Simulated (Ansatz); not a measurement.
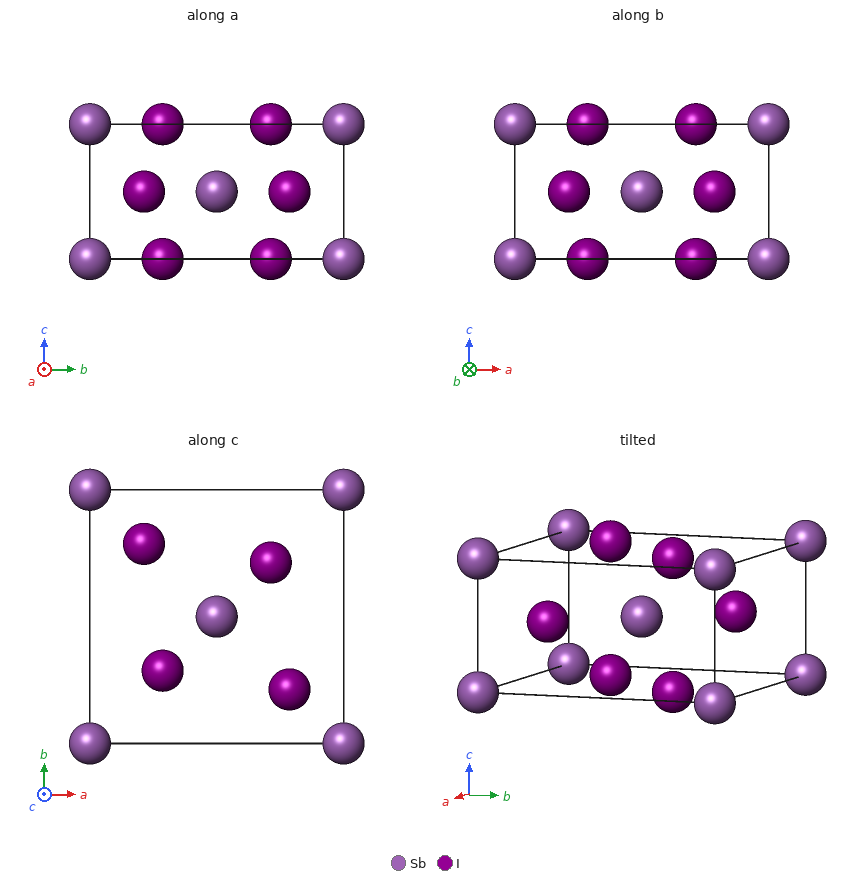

An orthographic spheres-only view of the structure, along the a axis, along the b axis, along the c axis and slightly off an axis. The edges of the conventional unit cell are marked.

Lattice parameters: a = 7.8515 Å, b = 7.8515 Å, c = 4.1721 Å, α = 90.000°, β = 90.000°, γ = 90.000°.

### Set out the cell and atoms as a CIF in P1 with every atom of the cell, with free fractional coordinates to two decimals.

```cif
data_structure
_symmetry_space_group_name_H-M 'P 1'
_symmetry_Int_Tables_number 1
_cell_length_a 7.8515
_cell_length_b 7.8515
_cell_length_c 4.1721
_cell_angle_alpha 90.000
_cell_angle_beta 90.000
_cell_angle_gamma 90.000
_cell_volume 257.20
loop_
_atom_site_label
_atom_site_type_symbol
_atom_site_fract_x
_atom_site_fract_y
_atom_site_fract_z
_atom_site_occupancy
Sb1 Sb 0.00 0.00 0.00 1
Sb2 Sb 0.50 0.50 0.50 1
I1 I 0.29 0.29 0.00 1
I2 I 0.21 0.79 0.50 1
I3 I 0.71 0.71 0.00 1
I4 I 0.79 0.21 0.50 1
```

Its origin is a structure type filled with these elements by a generator (whether the compound takes this form wasn't checked). The final geometry of a relaxation with DFT PBE, scalar-relativistic, plane waves, PAW in Ansatz is shown.
